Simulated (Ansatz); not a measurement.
## Geometry relaxation of CH6AlNO (part 2 of 2)

CH6AlNO, SMILES C[NH][AlH][OH]; RKS PBE-D4/def2-SVP (Ansatz 0.2.0). The geometry: force-field start.

Geometry of the input (Å):
```
C  -1.3064  0.2424  -0.5960
N  -0.6300  -0.8441  -0.0373
Al 0.8263  -0.2187  1.0015
O  2.2306  0.8317  0.2387
H  -2.1980  -0.1011  -1.2364
H  -1.7763  0.9397  0.1987
H  -0.6675  0.8987  -1.2602
H  -0.1879  -1.3795  -0.8337
H  0.9669  -0.5942  2.6020
H  2.8254  0.1739  -0.0742
```

**Trajectory as extended XYZ, continued**
```
10
Properties=species:S:1:pos:R:3:forces:R:3 step=8 energy=-11255.46194
C    -1.3373    0.3015   -0.6941   -0.0010  -0.0154   0.0791
N    -0.3579   -0.6570   -0.1979    0.0071   0.0004  -0.0716
Al    0.9370   -0.3231    1.0155    0.0278   0.0547   0.0250
O     2.4223    0.4894    0.6964    0.2459  -0.1141  -0.2686
H    -2.3328   -0.1688   -0.8690    0.0319   0.0195  -0.0007
H    -1.5135    1.1022    0.0602    0.0249  -0.0150  -0.0645
H    -1.0449    0.8160   -1.6428   -0.0283  -0.0084  -0.0071
H    -0.3559   -1.5194   -0.7508    0.0161   0.0211   0.0304
H     0.8063   -0.6933    2.5557   -0.0174   0.0141  -0.0153
H     2.8597    0.6013   -0.1700   -0.3070   0.0431   0.2932
10
Properties=species:S:1:pos:R:3:forces:R:3 step=9 energy=-11255.49284
C    -1.3207    0.3031   -0.7031   -0.0105   0.0313   0.0164
N    -0.3286   -0.6477   -0.2240    0.0163   0.0297  -0.0189
Al    0.9388   -0.3451    1.0254    0.0075  -0.0012  -0.0096
O     2.4450    0.4376    0.7281    0.0449  -0.0004  -0.0788
H    -2.3442   -0.1381   -0.7604    0.0405   0.0211  -0.0063
H    -1.4035    1.1658   -0.0035    0.0103  -0.0317  -0.0478
H    -1.0929    0.7375   -1.7089   -0.0331  -0.0240   0.0205
H    -0.3536   -1.5256   -0.7505    0.0113   0.0072   0.0209
H     0.7876   -0.7461    2.5532    0.0047  -0.0115   0.0170
H     2.7552    0.7074   -0.1532   -0.0918  -0.0205   0.0868
10
Properties=species:S:1:pos:R:3:forces:R:3 step=10 energy=-11255.49662
C    -1.3082    0.3067   -0.7046    0.0566  -0.0265   0.0285
N    -0.2992   -0.6337   -0.2395   -0.0925   0.0059  -0.0382
Al    0.9345   -0.3548    1.0426    0.0159   0.0121  -0.0417
O     2.4291    0.4416    0.7319    0.0670  -0.0034   0.0715
H    -2.3344   -0.1248   -0.7079   -0.0465  -0.0321  -0.0096
H    -1.3587    1.1915   -0.0352    0.0237   0.0319   0.0222
H    -1.1169    0.7046   -1.7289   -0.0127   0.0133  -0.0683
H    -0.3328   -1.5166   -0.7566   -0.0003  -0.0052   0.0202
H     0.7752   -0.7787    2.5625    0.0196  -0.0120   0.0285
H     2.6946    0.7131   -0.1612   -0.0309   0.0160  -0.0131
10
Properties=species:S:1:pos:R:3:forces:R:3 step=11 energy=-11255.50063
C    -1.2972    0.3114   -0.7163   -0.0753   0.0872  -0.0477
N    -0.2876   -0.6290   -0.2542   -0.0732  -0.0195  -0.0528
Al    0.9389   -0.3774    1.0419   -0.0007   0.0039   0.0085
O     2.4301    0.4371    0.7580    0.0717   0.1492  -0.2024
H    -2.3393   -0.0937   -0.6372    0.1418   0.0799  -0.0114
H    -1.2795    1.2397   -0.0952   -0.0115  -0.1283  -0.1163
H    -1.1562    0.6423   -1.7801   -0.0285  -0.0459   0.1620
H    -0.3561   -1.5295   -0.7386   -0.0038   0.0209   0.0483
H     0.7905   -0.8369    2.5547    0.0131  -0.0455  -0.0026
H     2.6395    0.7849   -0.1298   -0.0335  -0.1018   0.2144
10
Properties=species:S:1:pos:R:3:forces:R:3 step=12 energy=-11255.50965
C    -1.2887    0.3153   -0.7267   -0.0539   0.0977  -0.0680
N    -0.2903   -0.6295   -0.2497   -0.0652  -0.0223  -0.0419
Al    0.9398   -0.3811    1.0452    0.0148  -0.0681   0.0187
O     2.4161    0.4660    0.7722    0.0281   0.1740  -0.2390
H    -2.3379   -0.0592   -0.6101    0.1228   0.0546  -0.0099
H    -1.2365    1.2675   -0.1464   -0.0050  -0.1199  -0.0900
H    -1.1649    0.6012   -1.8046   -0.0154  -0.0424   0.1342
H    -0.3853   -1.5456   -0.7019   -0.0151   0.0572   0.0824
H     0.8190   -0.9099    2.5408    0.0191  -0.0257  -0.0363
H     2.6118    0.8240   -0.1157   -0.0303  -0.1051   0.2498
10
Properties=species:S:1:pos:R:3:forces:R:3 step=13 energy=-11255.52934
C    -1.2621    0.3229   -0.7404   -0.0709   0.1626  -0.0909
N    -0.2999   -0.6465   -0.2376   -0.0679  -0.1519  -0.0547
Al    0.9503   -0.4239    1.0431    0.0343   0.0894   0.0103
O     2.3730    0.5217    0.7832   -0.0563   0.1336  -0.2442
H    -2.3276    0.0066   -0.5760    0.2187   0.0839  -0.0436
H    -1.1470    1.3044   -0.2130   -0.0130  -0.2361  -0.1419
H    -1.1509    0.5424   -1.8378   -0.0410  -0.0438   0.2178
H    -0.4531   -1.5809   -0.6405   -0.0286   0.1637   0.1361
H     0.8627   -1.0074    2.5213    0.0527  -0.0736  -0.0701
H     2.5378    0.9097   -0.0992   -0.0280  -0.1279   0.2813
10
Properties=species:S:1:pos:R:3:forces:R:3 step=14 energy=-11255.57444
C    -1.2320    0.3301   -0.7664   -0.0878   0.1994  -0.0827
N    -0.3221   -0.6606   -0.2084   -0.1474  -0.2220  -0.0744
Al    0.9445   -0.4276    1.0530    0.1121  -0.1625   0.0615
O     2.3189    0.5875    0.8001   -0.0942   0.2005  -0.2386
H    -2.3122    0.0889   -0.5647    0.2663   0.0833  -0.0736
H    -1.0502    1.3365   -0.3039   -0.0339  -0.3010  -0.1680
H    -1.1286    0.4719   -1.8785   -0.0318  -0.0514   0.2592
H    -0.5497   -1.6167   -0.5292    0.0176   0.3495   0.2093
H     0.9573   -1.1661    2.4744    0.0218   0.0260  -0.1824
H     2.4571    1.0048   -0.0733   -0.0227  -0.1220   0.2896
10
Properties=species:S:1:pos:R:3:forces:R:3 step=15 energy=-11255.63756
C    -1.1934    0.3372   -0.7883   -0.0280   0.0326  -0.0319
N    -0.3589   -0.6887   -0.1679   -0.2233  -0.4671  -0.0879
Al    0.9806   -0.4943    1.0250    0.1010   0.2351   0.1103
O     2.2360    0.6916    0.8222   -0.2763  -0.2223   0.0107
H    -2.2841    0.1814   -0.5764    0.2112   0.0344  -0.0473
H    -0.9477    1.3521   -0.3872    0.0271  -0.2516  -0.0858
H    -1.0871    0.4049   -1.9029    0.0017  -0.0467   0.1465
H    -0.6907   -1.6508   -0.3942    0.1437   0.6784   0.2161
H     1.0466   -1.2988    2.4132    0.0662  -0.0059  -0.2784
H     2.3818    1.1142   -0.0405   -0.0234   0.0132   0.0476
10
Properties=species:S:1:pos:R:3:forces:R:3 step=16 energy=-11255.70567
C    -1.1838    0.3374   -0.8149    0.0658  -0.0647  -0.0030
N    -0.3999   -0.6667   -0.1033   -0.1700  -0.3408  -0.0968
Al    0.9984   -0.4929    1.0189    0.0173   0.0514   0.0808
O     2.2208    0.7250    0.8503   -0.2324  -0.1665   0.0028
H    -2.2746    0.2294   -0.5985    0.0835   0.0668  -0.0688
H    -0.9006    1.3636   -0.4854    0.0159  -0.1256  -0.0683
H    -1.0629    0.3089   -1.9294   -0.0185  -0.0112   0.1450
H    -0.7834   -1.6208   -0.2535    0.1779   0.5219   0.1808
H     1.1233   -1.4435    2.3010    0.0774   0.0385  -0.2030
H     2.3457    1.2083    0.0179   -0.0169   0.0302   0.0305
10
Properties=species:S:1:pos:R:3:forces:R:3 step=17 energy=-11255.76066
C    -1.1649    0.3361   -0.8375    0.0974  -0.0439   0.0187
N    -0.4359   -0.6529   -0.0491   -0.2066  -0.2144  -0.0947
Al    0.9998   -0.5098    1.0202    0.0155  -0.1066   0.1128
O     2.1738    0.7440    0.8728   -0.0459   0.0935  -0.1702
H    -2.2617    0.3030   -0.6327    0.0723   0.0247  -0.0354
H    -0.8317    1.3671   -0.5782    0.0156  -0.1272  -0.0384
H    -1.0350    0.2274   -1.9460   -0.0112  -0.0315   0.1505
H    -0.8665   -1.5915   -0.1206    0.1170   0.3807   0.0752
H     1.2411   -1.5619    2.2040   -0.0203   0.0796  -0.1943
H     2.2640    1.2873    0.0702   -0.0338  -0.0550   0.1759
10
Properties=species:S:1:pos:R:3:forces:R:3 step=18 energy=-11255.80557
C    -1.1237    0.3237   -0.8483    0.0672   0.0169   0.0418
N    -0.4812   -0.6645    0.0037    0.0312  -0.0046   0.0250
Al    1.0051   -0.5331    1.0011   -0.0527  -0.0728   0.0324
O     2.0932    0.7989    0.8926   -0.0272  -0.0025  -0.1032
H    -2.2156    0.4196   -0.6399    0.0583   0.0103  -0.0244
H    -0.6783    1.3279   -0.6636   -0.0400  -0.0861  -0.0698
H    -1.0121    0.1153   -1.9413   -0.0380   0.0094   0.0516
H    -0.9777   -1.5636    0.0072    0.0195   0.0937   0.0000
H     1.3322   -1.6699    2.0641    0.0095   0.0329  -0.0479
H     2.1412    1.3945    0.1275   -0.0278   0.0029   0.0944
10
Properties=species:S:1:pos:R:3:forces:R:3 step=19 energy=-11255.81738
C    -1.0869    0.3163   -0.8648   -0.2232  -0.0161  -0.0598
N    -0.4814   -0.6471    0.0393   -0.2615   0.0360  -0.2922
Al    1.0124   -0.5696    0.9965    0.3204   0.1521   0.1163
O     2.0689    0.7887    0.9050    0.0087   0.0447  -0.0871
H    -2.1532    0.5115   -0.6127   -0.0562   0.0435   0.0329
H    -0.5841    1.3047   -0.8275    0.1497  -0.0572   0.1112
H    -1.0812    0.0086   -1.9385    0.0832  -0.0863   0.0278
H    -1.0332   -1.5097    0.0881    0.0054  -0.0043   0.0104
H     1.4056   -1.7529    1.9745   -0.0056  -0.0055   0.0105
H     2.0162    1.4984    0.2432   -0.0209  -0.1070   0.1301
10
Properties=species:S:1:pos:R:3:forces:R:3 step=20 energy=-11255.82374
C    -1.1028    0.3032   -0.8738   -0.1218  -0.0297  -0.0032
N    -0.5008   -0.6568    0.0297   -0.0120  -0.0195  -0.0688
Al    1.0118   -0.5676    0.9716    0.1771   0.1940   0.0304
O     2.0801    0.7766    0.8808    0.0121  -0.2624   0.1907
H    -2.1477    0.5604   -0.5949   -0.1013   0.0390   0.0569
H    -0.5403    1.2550   -0.8722    0.1319   0.0968   0.0481
H    -1.1384   -0.0332   -1.9332    0.0377  -0.0982  -0.1119
H    -1.0423   -1.5237    0.0897   -0.0527  -0.0277   0.0051
H     1.4056   -1.7426    1.9588    0.0074  -0.0181  -0.0120
H     2.0580    1.5775    0.3465   -0.0784   0.1258  -0.1354
10
Properties=species:S:1:pos:R:3:forces:R:3 step=21 energy=-11255.83321
C    -1.0915    0.3053   -0.8793    0.0203   0.0147  -0.0029
N    -0.4951   -0.6583    0.0277    0.0351   0.0303   0.0066
Al    1.0197   -0.5677    0.9778   -0.0154  -0.0063  -0.0068
O     2.0710    0.7894    0.9023    0.0334  -0.0055   0.0297
H    -2.1206    0.6099   -0.5749    0.0088   0.0073  -0.0127
H    -0.4824    1.2351   -0.9065   -0.0206  -0.0402  -0.0022
H    -1.1567   -0.0625   -1.9313   -0.0102   0.0126   0.0137
H    -1.0539   -1.5127    0.1051   -0.0342  -0.0377   0.0002
H     1.4295   -1.7649    1.9343   -0.0002   0.0085  -0.0098
H     1.9631    1.5752    0.3480   -0.0169   0.0162  -0.0157
10
Properties=species:S:1:pos:R:3:forces:R:3 step=22 energy=-11255.83384
C    -1.0881    0.3028   -0.8809   -0.0070   0.0050  -0.0089
N    -0.4939   -0.6610    0.0272   -0.0293   0.0004  -0.0162
Al    1.0211   -0.5667    0.9758    0.0023  -0.0255   0.0174
O     2.0704    0.7943    0.9113   -0.0005   0.0048  -0.0047
H    -2.1081    0.6297   -0.5688    0.0092  -0.0046   0.0036
H    -0.4647    1.2202   -0.9255    0.0088   0.0135  -0.0057
H    -1.1741   -0.0721   -1.9285    0.0001  -0.0035   0.0071
H    -1.0600   -1.5120    0.1076    0.0159   0.0003   0.0101
H     1.4370   -1.7675    1.9239    0.0014   0.0004  -0.0019
H     1.9434    1.5810    0.3610   -0.0008   0.0093  -0.0007
10
Properties=species:S:1:pos:R:3:forces:R:3 step=23 energy=-11255.83377 accepted=F
C    -1.0853    0.3010   -0.8845   -0.0039   0.0350  -0.0127
N    -0.4965   -0.6617    0.0278    0.0023  -0.0130   0.0119
Al    1.0218   -0.5696    0.9727   -0.0071  -0.0086   0.0009
O     2.0672    0.7946    0.9112   -0.0192   0.1341  -0.0806
H    -2.0951    0.6522   -0.5614    0.0345  -0.0089  -0.0157
H    -0.4427    1.2061   -0.9514   -0.0330  -0.0348  -0.0033
H    -1.1929   -0.0892   -1.9249   -0.0028   0.0162   0.0203
H    -1.0663   -1.5096    0.1159    0.0109   0.0139  -0.0002
H     1.4464   -1.7750    1.9110    0.0006  -0.0014  -0.0007
H     1.9265    1.6001    0.3866    0.0177  -0.1325   0.0801
10
Properties=species:S:1:pos:R:3:forces:R:3 step=24 energy=-11255.83405
C    -1.0852    0.3034   -0.8826    0.0000  -0.0002   0.0008
N    -0.4943   -0.6607    0.0277    0.0018  -0.0008   0.0026
Al    1.0216   -0.5693    0.9763   -0.0051  -0.0083   0.0003
O     2.0656    0.7962    0.9124    0.0035  -0.0113   0.0060
H    -2.0999    0.6408   -0.5650    0.0023   0.0025  -0.0019
H    -0.4535    1.2153   -0.9381   -0.0030  -0.0097   0.0000
H    -1.1816   -0.0789   -1.9264   -0.0010   0.0019   0.0024
H    -1.0618   -1.5102    0.1125    0.0035   0.0061  -0.0025
H     1.4433   -1.7730    1.9182   -0.0009   0.0012  -0.0008
H     1.9289    1.5852    0.3682   -0.0012   0.0186  -0.0070
```

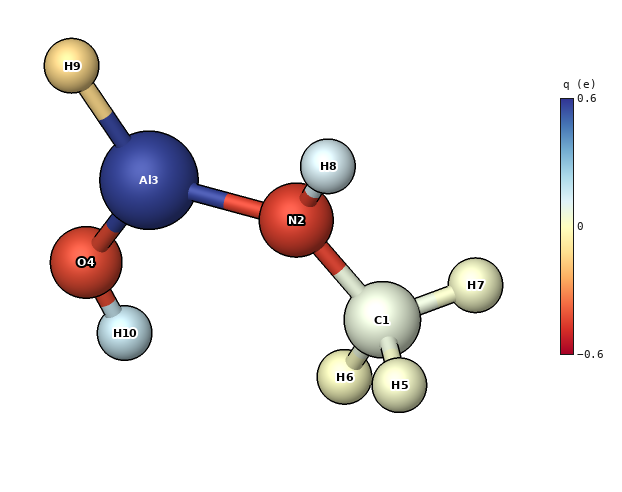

Mulliken charges, as the colour of each atom (ball-and-stick view, seen at a tilt; atoms are numbered from 1 in the order of the input). By element: C +0.07, N −0.44, Al +0.57, O −0.43 and H −0.13 to +0.18 e.

**Key numbers**

| quantity | value |
| --- | --- |
| outcome | converged |
| total energy | −11255.8341 eV |
| mean-field energy | −11255.6780 eV |
| dispersion energy | −0.1561 eV |
| SCF solution under orbital rotations | stable |
| largest force (length of the vector) at the end | 0.020 eV/Å |
| dipole moment | 2.35 D |
| hardware | 2 threads of Arm Neoverse V2, 23 GiB of memory available, shared host |
| wall time | 35 s (CPU time 66 s) |
| peak memory | 0.14 GiB |
